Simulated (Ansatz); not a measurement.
A series of calculations on H3C3NO2

Part 1: Relaxation

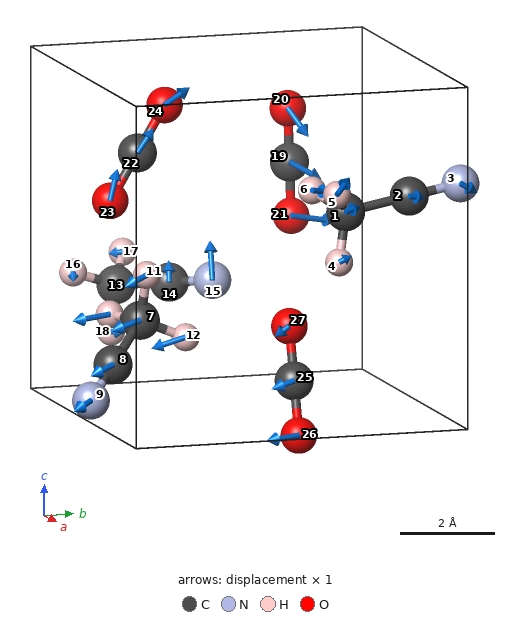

A relaxation of an amorphous cell of composition H3C3NO2. The starting structure is drawn; blue arrows show the displacements, at their true length.

The picture is a ball-and-stick view of the cell of the calculation, seen slightly off an axis.

The cell holds 3 CH3CN + 3 CO2. The run prepares the start of a later molecular dynamics calculation, from a guessed geometry.

Computed with DFT PBE-D3(BJ), scalar-relativistic, plane waves, PAW (Ansatz 0.2.0). Set-up: plane-wave cutoff 420 eV; k-point mesh 1 × 1 × 1; occupations fermi dirac; smearing width 0.02 eV; no spin polarisation; atoms relaxed in a fixed cell; force threshold 0.3 eV/Å; at most 15 steps.

Question: Describe the change and its energy.

Answer: After 8 geometry steps the energy has fallen by 49.8 meV per atom. The largest force component goes from 1.9 to 0.26 eV/Å. An O atom moves most: 1.10 Å roughly along [−1 3 −1]. By element the largest moves are O 1.10 Å, H 0.92 Å, N 0.88 Å, C 0.79 Å. The cell doesn't change. Among the contacts that change: C–N 1.178 → 1.163 Å, C–C 1.461 → 1.447 Å, C–O 1.179 → 1.171 Å, C–H 1.092 → 1.098 Å. Among the angles between lasting bonds that change: O–C–O 180.0° → 177.2°.

Limits of the set-up: the program's low-accuracy preset was used; the periodic images lie only 7.4 Å apart, so the values are limited by the cell's size.

Part 2: Dynamics

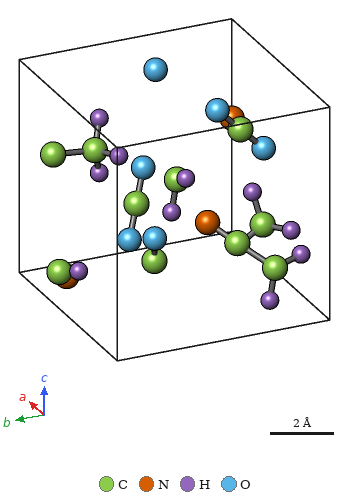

Starting frame of a dynamics run of a periodic cell with 3 CH3CN + 3 CO2 at 1.026 g/cm³. The picture is a ball-and-stick view of the simulation cell, seen from a free direction.

Theory: DFT PBE-D3(BJ), scalar-relativistic, plane waves, PAW in Ansatz.

Input file:
```yaml
accuracy: low
crystal:
  lattice:
    - [7.447635, 0.0, 0.0]
    - [0.0, 7.447635, 0.0]
    - [0.0, 0.0, 7.447635]
  atoms:
    - { symbol: C, position: [0.76613511, 0.75176496, 0.62445781] }
    - { symbol: C, position: [0.77138463, 0.94568493, 0.63889314] }
    - { symbol: "N", position: [0.77516915, 1.10152282, 0.64595499] }
    - { symbol: H, position: [0.8120682, 0.71018547, 0.49073984] }
    - { symbol: H, position: [0.8518503, 0.69117629, 0.72758321] }
    - { symbol: H, position: [0.62907923, 0.70222058, 0.64491081] }
    - { symbol: C, position: [0.50962742, 0.08038825, 0.25247802] }
    - { symbol: C, position: [0.63791373, -0.02229281, 0.14875691] }
    - { symbol: "N", position: [0.74266909, -0.10524454, 0.0681976] }
    - { symbol: H, position: [0.38358897, 0.00491166, 0.26331036] }
    - { symbol: H, position: [0.56186172, 0.10476328, 0.38838017] }
    - { symbol: H, position: [0.48248643, 0.21060204, 0.18908229] }
    - { symbol: C, position: [0.00536251, 0.25532861, 0.29200228] }
    - { symbol: C, position: [0.13383533, 0.37342202, 0.37738443] }
    - { symbol: "N", position: [0.23808652, 0.46538634, 0.44855461] }
    - { symbol: H, position: [0.04458292, 0.11487563, 0.31255367] }
    - { symbol: H, position: [-0.12631819, 0.27433628, 0.35550241] }
    - { symbol: H, position: [-0.001936, 0.283181, 0.1476077] }
    - { symbol: C, position: [0.22826851, 0.80465888, 0.60606371] }
    - { symbol: O, position: [0.28185059, 0.74814859, 0.74252177] }
    - { symbol: O, position: [0.17268928, 0.86299402, 0.47054565] }
    - { symbol: C, position: [0.34029504, 0.26355791, 0.80517928] }
    - { symbol: O, position: [0.34329054, 0.15276895, 0.69426084] }
    - { symbol: O, position: [0.33594188, 0.37352312, 0.91763344] }
    - { symbol: C, position: [0.68695725, 0.50819801, 0.08998401] }
    - { symbol: O, position: [0.75494237, 0.47117665, -0.04681668] }
    - { symbol: O, position: [0.61956778, 0.53777225, 0.22894494] }
basis:
  ecutwfc: 420.0
kpoints:
  mp_grid: { grid: [1, 1, 1] }
hamiltonian:
  xc: pbe
  dispersion: d3bj
scf:
  occupations: { method: fermi_dirac, width: 0.02 }
  lower_state_search: "off"
md:
  timestep: 0.5
  n_steps: 300
  ensemble: nvt_langevin
  temperature: 400.0
  initial_velocities: maxwell_boltzmann
  seed: 872203
  friction: 0.02
```

Run as
```bash
ansatz run input.yaml --threads 1 --pin off --max-ram 3072MiB --backend cpu --events-out ev --progress --plain --runs-dir out
```

> Predict how the run goes.

Over the second half the temperature averages 359 K (spread ±92 K). The potential energy in the second half lies on average 34.9 meV per atom above the first frame. Root-mean-square distances from the starting positions over the second half, with the common drift of all atoms taken out: O 0.47 Å, H 0.39 Å, N 0.36 Å, C 0.28 Å. The heavy atoms stay within a fraction of a molecule's size of their starting places; so short a run doesn't tell a liquid from a solid.

Along the run (each row but the first and the last is the mean over the interval that it begins):

| time (fs) | potential energy (meV/atom) | T (K) |
| --- | --- | --- |
| 0.0 | 0.0 | 385 |
| 18.5 | 23.1 | 291 |
| 37.0 | 29.9 | 251 |
| 55.5 | 30.5 | 314 |
| 74.0 | 29.1 | 293 |
| 92.5 | 38.3 | 289 |
| 111.0 | 33.4 | 359 |
| 129.5 | 38.0 | 463 |
| 148.0 | 34.4 | 610 |

The paths of the atoms:

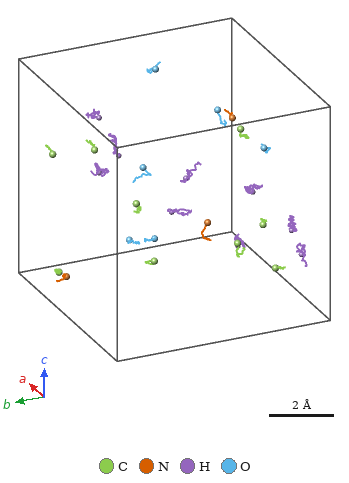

Limits of the set-up: the program's low-accuracy preset was used; the periodic images lie only 7.4 Å apart, so the values are limited by the cell's size.

Part 3: Dynamics

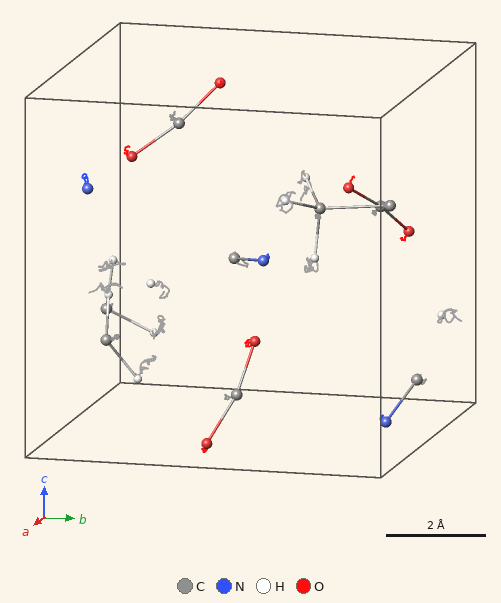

First-principles dynamics of a periodic cell with 3 CH3CN + 3 CO2 at 1.026 g/cm³, 100 fs long. It starts from the last geometry of an earlier run, with fresh velocities. Lines trace each atom's path, in the colour of its element; spheres stand at the starting positions. Seen slightly off an axis in the simulation cell.

Method: DFT PBE-D3(BJ), scalar-relativistic, plane waves, PAW in Ansatz. Run with plane-wave cutoff 420 eV; k-point mesh 1 × 1 × 1; Fermi-Dirac smearing 0.02 eV; low-accuracy preset; Langevin thermostat (NVT); set temperature 400 K; time step 0.5 fs; friction 0.05 per fs.

Q: How do the atoms move?

A: Root-mean-square distances from the starting positions over the second half, with the common drift of all atoms taken out: H 0.34 Å, N 0.24 Å, O 0.22 Å, C 0.20 Å. The heavy atoms stay within a fraction of a molecule's size of their starting places; so short a run doesn't tell a liquid from a solid. The self-consistency threshold is loose, so the forces are noisy.

Limits of the set-up: the program's low-accuracy preset was used; the periodic images lie only 7.4 Å apart, so the values are limited by the cell's size.

The run took 5.1 min on 1 thread of Arm Neoverse V1, on a shared host, peak memory 0.42 GiB.
